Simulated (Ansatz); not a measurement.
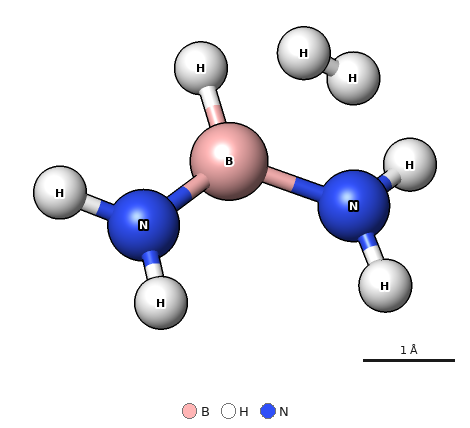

**Figure 1.** The input geometry (ball-and-stick view, seen at a tilt). Bond lengths as drawn: B–H 1.20 Å, B–N 1.41 to 1.48 Å, H–H 0.71 Å and H–N 1.01 Å.

Run report: BN$_{2}$H$_{7}$, geometry relaxation (part 1 of 2)

The run: geometry relaxation of BN$_{2}$H$_{7}$. Method and program: RKS B3LYP-D4/6-31G* (Ansatz 0.2.0).

It belongs to a series of runs on one base structure; here: end point B relaxed.

**Log**
```
The last accepted step is kept in [file] (removed where the run ends without a failure and the disk answers)
Engine: ansatz 0.2.0, aarch64-unknown-linux-gnu
Functional definition: B3LYP
  parameter a0 = 0.2
  parameter ax = 0.72
  parameter ac = 0.81
  exchange = (1 - a0 - ax)*slater_x + ax*b88_x + a0*exact_x
  correlation = (1 - ac)*vwn_rpa_c + ac*lyp_c
726 factors; integrals over basis functions are off by at most 3.6e-4 eV
mean field evaluation 1: about -3762.8028 eV, gradient 6.7e1 eV
mean field evaluation 2: about -3754.5637 eV, gradient 8.9e1 eV
mean field evaluation 4: about -3771.5277 eV, gradient 2.2e0 eV
mean field evaluation 8: about -3771.5351 eV, gradient 2.3e-2 eV
mean field -3771.53511641 eV, -138.6013590896 hartree, gradient 4.7e-5 eV, S^2 0.000000; 0 other end points of the search recorded, 0 dependent functions left out
the calculation of the forces begins
reference -3771.53531458 eV, -138.6013663723 hartree; 13, 13 occupied and 46, 46 virtual orbitals, 726 factors
relax step   1: F+E_penalty+E_count = -3771.72686168 eV  Δ(F+E_penalty+E_count) = +0.000e0 eV  max|allowed force component| = 1.981e0 eV/Å  Δτ_max = 0.0000 Å  (22 SCF iters, accepted)
these checks for a lower state are left out or cut short: starts, cluster_reference, orbital_swaps, neighbouring_geometries, increment
726 factors; integrals over basis functions are off by at most 3.7e-4 eV
mean field evaluation 16: about -3771.7449 eV, gradient 6.6e-2 eV
mean field -3771.74495489 eV, -138.6090705118 hartree, gradient 5.2e-5 eV, S^2 0.000000; 0 other end points of the search recorded, 0 dependent functions left out
[... from here on the field's lines of each further geometry are left out, up to the last ...]
relax step   2: F+E_penalty+E_count = -3771.93327640 eV  Δ(F+E_penalty+E_count) = -2.064e-1 eV  max|allowed force component| = 7.139e-1 eV/Å  Δτ_max = 0.1991 Å  (24 SCF iters, accepted)
relax step   3: F+E_penalty+E_count = -3772.01200476 eV  Δ(F+E_penalty+E_count) = -7.873e-2 eV  max|allowed force component| = 4.153e-1 eV/Å  Δτ_max = 0.1949 Å  (23 SCF iters, accepted)
relax step   4: F+E_penalty+E_count = -3772.04680453 eV  Δ(F+E_penalty+E_count) = -3.480e-2 eV  max|allowed force component| = 1.757e-1 eV/Å  Δτ_max = 0.1917 Å  (23 SCF iters, accepted)
relax step   5: F+E_penalty+E_count = -3772.06297905 eV  Δ(F+E_penalty+E_count) = -1.617e-2 eV  max|allowed force component| = 1.018e-1 eV/Å  Δτ_max = 0.2000 Å  (23 SCF iters, accepted)
relax step   6: F+E_penalty+E_count = -3772.07191592 eV  Δ(F+E_penalty+E_count) = -8.937e-3 eV  max|allowed force component| = 9.193e-2 eV/Å  Δτ_max = 0.2000 Å  (23 SCF iters, accepted)
relax step   7: F+E_penalty+E_count = -3772.06560379 eV  Δ(F+E_penalty+E_count) = +6.312e-3 eV  max|allowed force component| = 2.693e-1 eV/Å  Δτ_max = 0.1723 Å  (23 SCF iters, rejected (line search))
relax step   8: F+E_penalty+E_count = -3772.07636326 eV  Δ(F+E_penalty+E_count) = -4.447e-3 eV  max|allowed force component| = 4.189e-2 eV/Å  Δτ_max = 0.0861 Å  (23 SCF iters, accepted)
relax step   9: F+E_penalty+E_count = -3772.08002669 eV  Δ(F+E_penalty+E_count) = -3.663e-3 eV  max|allowed force component| = 3.143e-2 eV/Å  Δτ_max = 0.1000 Å  (23 SCF iters, accepted)
relax step  10: F+E_penalty+E_count = -3772.08404125 eV  Δ(F+E_penalty+E_count) = -4.015e-3 eV  max|allowed force component| = 7.730e-2 eV/Å  Δτ_max = 0.1459 Å  (23 SCF iters, accepted)
relax step  11: F+E_penalty+E_count = -3772.08559374 eV  Δ(F+E_penalty+E_count) = -1.552e-3 eV  max|allowed force component| = 1.733e-1 eV/Å  Δτ_max = 0.1675 Å  (23 SCF iters, accepted)
relax step  12: F+E_penalty+E_count = -3772.08758390 eV  Δ(F+E_penalty+E_count) = -1.990e-3 eV  max|allowed force component| = 1.334e-1 eV/Å  Δτ_max = 0.0334 Å  (24 SCF iters, accepted)
relax step  13: F+E_penalty+E_count = -3772.08888199 eV  Δ(F+E_penalty+E_count) = -1.298e-3 eV  max|allowed force component| = 1.002e-1 eV/Å  Δτ_max = 0.0428 Å  (22 SCF iters, accepted)
relax step  14: F+E_penalty+E_count = -3772.08984001 eV  Δ(F+E_penalty+E_count) = -9.580e-4 eV  max|allowed force component| = 3.043e-2 eV/Å  Δτ_max = 0.0622 Å  (24 SCF iters, accepted)
relax step  15: F+E_penalty+E_count = -3772.09001436 eV  Δ(F+E_penalty+E_count) = -1.743e-4 eV  max|allowed force component| = 1.170e-1 eV/Å  Δτ_max = 0.1124 Å  (23 SCF iters, accepted)
relax step  16: F+E_penalty+E_count = -3772.09034641 eV  Δ(F+E_penalty+E_count) = -3.321e-4 eV  max|allowed force component| = 7.993e-2 eV/Å  Δτ_max = 0.0246 Å  (24 SCF iters, accepted)
the calculation of the forces begins
reference -3771.92292728 eV, -138.6156108764 hartree; 13, 13 occupied and 46, 46 virtual orbitals, 726 factors
relax step  17: F+E_penalty+E_count = -3772.09061927 eV  Δ(F+E_penalty+E_count) = -2.729e-4 eV  max|allowed force component| = 1.039e-2 eV/Å  Δτ_max = 0.0065 Å  (21 SCF iters, accepted)
726 factors; integrals over basis functions are off by at most 3.2e-4 eV
mean field evaluation 96: about -3771.9227 eV, gradient 1.2e-5 eV
```

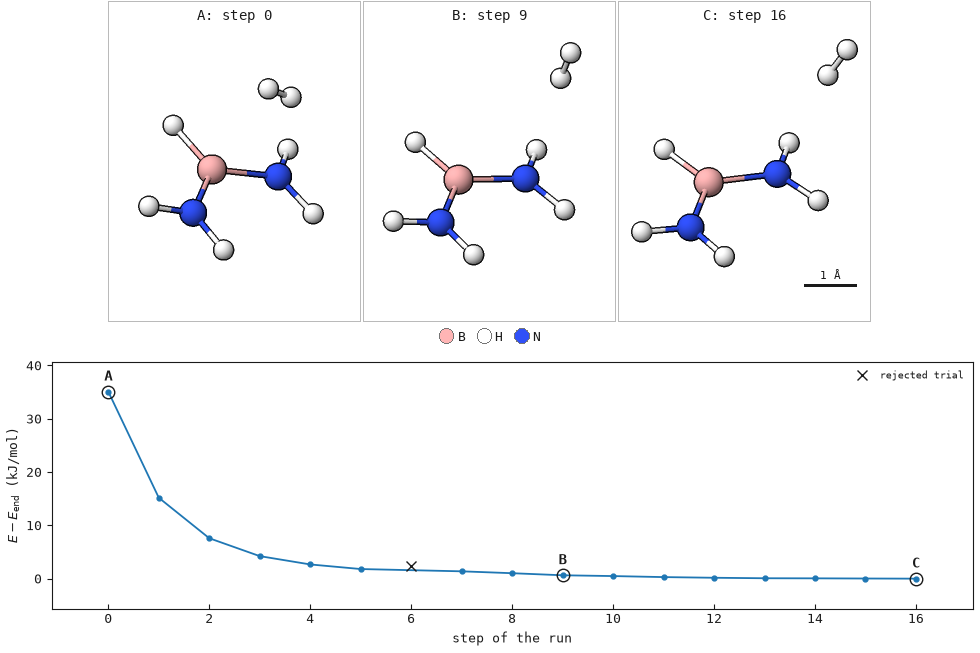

**Figure 2.** Frames of the relaxation (ball-and-stick view, seen at a tilt) above the curves, on which the letters mark them (the first geometry is step 0 here and step 1 in the log).

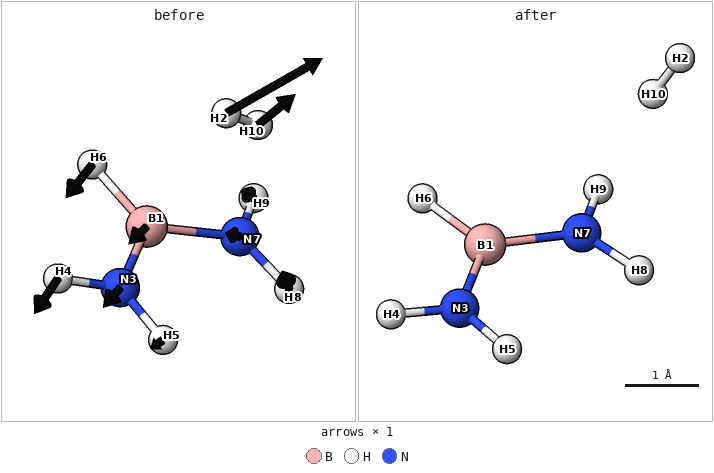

**Figure 3.** Before (left) and after (right) the relaxation, at one scale (ball-and-stick view, seen at a tilt). The black arrows give the displacements, at true length. Over 16 geometry steps the energy falls by 35.1 kJ/mol. The largest force component goes from 2 to 0.01 eV/Å. The line search rejected the trial step at point 6 (counted from 0) and went back. H2 moves most after the best rigid fit: 1.54 Å. Largest moves by element: H 1.54 Å, N 0.40 Å, B 0.37 Å. Among the contacts that change: B1–N7 1.483 → 1.418 Å, H2–H10 0.708 → 0.745 Å, B1–N3 1.409 → 1.415 Å. (Atoms are counted from 1 in the order of the input.)

```
mean field -3771.92270792 eV, -138.6156028151 hartree, gradient 1.2e-5 eV, S^2 0.000000; 1 other end points of the search recorded, 0 dependent functions left out
the calculation of the forces begins
reference -3771.92292728 eV, -138.6156108764 hartree; 13, 13 occupied and 46, 46 virtual orbitals, 726 factors
Total energy: -3772.09083862 eV, -138.6217815044 hartree
Atom 0 at     0.185726     0.688647    -0.728098 Å, force     0.001293     0.002459    -0.009717 eV/Å
Atom 1 at    -0.218908     0.007236     3.238790 Å, force    -0.000355     0.001476    -0.002783 eV/Å
Atom 2 at     1.440691     0.143425    -1.087610 Å, force    -0.000983    -0.007668    -0.004417 eV/Å
Atom 3 at     1.525839    -0.587058    -1.776556 Å, force     0.000642     0.003065     0.002197 eV/Å
Atom 4 at     2.322301     0.406492    -0.669928 Å, force    -0.000691     0.002326     0.000715 eV/Å
Atom 5 at    -0.797094     0.281437    -1.281880 Å, force     0.000170    -0.001954     0.003003 eV/Å
Atom 6 at     0.036069     1.695935     0.259330 Å, force     0.001980     0.002132     0.010389 eV/Å
Atom 7 at     0.801976     2.131570     0.754214 Å, force    -0.000057    -0.000141    -0.001537 eV/Å
Atom 8 at    -0.861071     2.100461     0.476640 Å, force    -0.000654    -0.000901    -0.001468 eV/Å
Atom 9 at    -0.182427     0.294555     2.552398 Å, force    -0.001345    -0.000792     0.003618 eV/Å
Dipole moment:     0.262746     0.132834     0.065959 e Å
```

**Trajectory as extended XYZ (Å, eV, eV/Å), 17 frames, from step=1 to step=17**
```
10
Properties=species:S:1:pos:R:3:forces:R:3 step=1 energy=-3771.72686
B     0.1218    0.6259   -0.3589   -0.1335   1.9807   0.4366
H     0.0845   -0.3512    1.8385    0.2588  -1.6057   0.3076
N     1.3598    0.0335   -0.6771   -0.0059  -0.0032   0.0073
H     1.4211   -0.8850   -1.0880   -0.0026   0.0012   0.0047
H     2.2592    0.4327   -0.4489    0.0046   0.0132  -0.0046
H    -0.8937    0.0570   -0.6354    0.0000  -0.0009  -0.0019
N     0.0162    1.9526    0.2943    0.1289  -1.5490  -1.0520
H     0.8046    2.5427    0.5164    0.0266   0.0008  -0.0309
H    -0.8747    2.4119    0.4017    0.0044  -0.0088  -0.0227
H    -0.0458    0.3426    1.8948   -0.2813   1.1716   0.3560
10
Properties=species:S:1:pos:R:3:forces:R:3 step=2 energy=-3771.93328
B     0.1223    0.6889   -0.4394   -0.0822   0.7139   0.6854
H     0.0885   -0.4533    2.0093   -0.0082  -0.0535   0.2243
N     1.3579    0.0565   -0.6965    0.0308   0.0111  -0.1401
H     1.4126   -0.8743   -1.0819   -0.0150   0.0573   0.0049
H     2.2591    0.4419   -0.4511   -0.0002   0.0149  -0.0225
H    -0.8925    0.0915   -0.6639    0.0082   0.1006  -0.2028
N     0.0213    1.9735    0.2169    0.0387  -0.6681  -0.5950
H     0.8104    2.5444    0.4894   -0.0368  -0.0237  -0.0472
H    -0.8717    2.4176    0.3723    0.0698  -0.0189  -0.0251
H    -0.0548    0.2762    1.9822   -0.0052  -0.1336   0.1180
10
Properties=species:S:1:pos:R:3:forces:R:3 step=3 energy=-3772.01201
B     0.1289    0.7045   -0.4475   -0.0565   0.2472   0.1312
H     0.0602   -0.5263    2.1878   -0.0806   0.3292   0.0791
N     1.3644    0.0776   -0.7277    0.0350  -0.0530  -0.0552
H     1.4165   -0.8543   -1.1114   -0.0151   0.0665   0.0139
H     2.2677    0.4628   -0.4892   -0.0045   0.0065  -0.0116
H    -0.8877    0.1225   -0.7100    0.0367   0.0459  -0.0621
N     0.0313    1.9875    0.1672   -0.0275  -0.1534  -0.1421
H     0.8207    2.5574    0.4431   -0.0580  -0.0426  -0.0356
H    -0.8621    2.4256    0.3402    0.0981  -0.0310  -0.0215
H    -0.0869    0.2056    2.0848    0.0725  -0.4153   0.1037
10
Properties=species:S:1:pos:R:3:forces:R:3 step=4 energy=-3772.04680
B     0.1348    0.7196   -0.4865   -0.0703   0.1757   0.0273
H     0.0341   -0.5772    2.3708   -0.0275   0.0959   0.0549
N     1.3713    0.0940   -0.7684    0.0331  -0.0630  -0.0104
H     1.4227   -0.8340   -1.1610   -0.0098   0.0559   0.0140
H     2.2737    0.4721   -0.5154   -0.0084   0.0014  -0.0114
H    -0.8817    0.1504   -0.7804    0.0529   0.0303  -0.0095
N     0.0360    1.9976    0.1309   -0.0298  -0.1068  -0.0441
H     0.8248    2.5612    0.4203   -0.0481  -0.0344  -0.0289
H    -0.8567    2.4377    0.2995    0.0821  -0.0277  -0.0117
H    -0.1059    0.1413    2.2275    0.0258  -0.1273   0.0199
10
Properties=species:S:1:pos:R:3:forces:R:3 step=5 energy=-3772.06298
B     0.1408    0.7332   -0.5301   -0.0534   0.0035   0.0468
H    -0.0007   -0.5806    2.5677   -0.0240   0.0951   0.0119
N     1.3785    0.1041   -0.8034    0.0035  -0.0052  -0.0201
H     1.4279   -0.8135   -1.2189    0.0062   0.0461   0.0026
H     2.2805    0.4759   -0.5386   -0.0153  -0.0157  -0.0067
H    -0.8722    0.1734   -0.8535    0.0483   0.0351  -0.0079
N     0.0367    1.9869    0.1274   -0.0048  -0.0368  -0.0366
H     0.8245    2.5500    0.4172   -0.0123  -0.0125   0.0015
H    -0.8540    2.4324    0.2852    0.0271  -0.0077  -0.0112
H    -0.1089    0.1009    2.2842    0.0246  -0.1018   0.0197
10
Properties=species:S:1:pos:R:3:forces:R:3 step=6 energy=-3772.07192
B     0.1445    0.7340   -0.5591   -0.0240   0.0186  -0.0919
H    -0.0449   -0.5564    2.7612   -0.0139   0.0856  -0.0237
N     1.3852    0.1167   -0.8447    0.0160  -0.0591   0.0054
H     1.4389   -0.7812   -1.3015    0.0090   0.0470   0.0331
H     2.2846    0.4754   -0.5536   -0.0232  -0.0123  -0.0202
H    -0.8643    0.1911   -0.9197    0.0324   0.0136   0.0138
N     0.0375    1.9725    0.1220   -0.0150  -0.0330   0.0225
H     0.8242    2.5245    0.4322    0.0201   0.0154   0.0074
H    -0.8502    2.4286    0.2589   -0.0158   0.0006   0.0223
H    -0.1023    0.0576    2.3415    0.0144  -0.0765   0.0312
10
Properties=species:S:1:pos:R:3:forces:R:3 step=7 energy=-3772.06560 accepted=F
B     0.1472    0.7408   -0.6032    0.0018  -0.1045   0.2693
H    -0.1118   -0.4451    2.8744   -0.0150  -0.1708   0.2167
N     1.3866    0.1054   -0.8533    0.0658   0.1558  -0.0682
H     1.4616   -0.7758   -1.3298   -0.0886  -0.1025  -0.1359
H     2.2871    0.4835   -0.5988    0.0300   0.0491   0.1009
H    -0.8559    0.2172   -0.9915   -0.0528  -0.0291  -0.0418
N     0.0330    1.9278    0.1681    0.0552   0.1964  -0.0902
H     0.8215    2.4996    0.4491   -0.0810  -0.1150   0.0247
H    -0.8543    2.3877    0.3157    0.0710  -0.0621  -0.0695
H    -0.0616    0.0216    2.3066    0.0134   0.1828  -0.2059
```
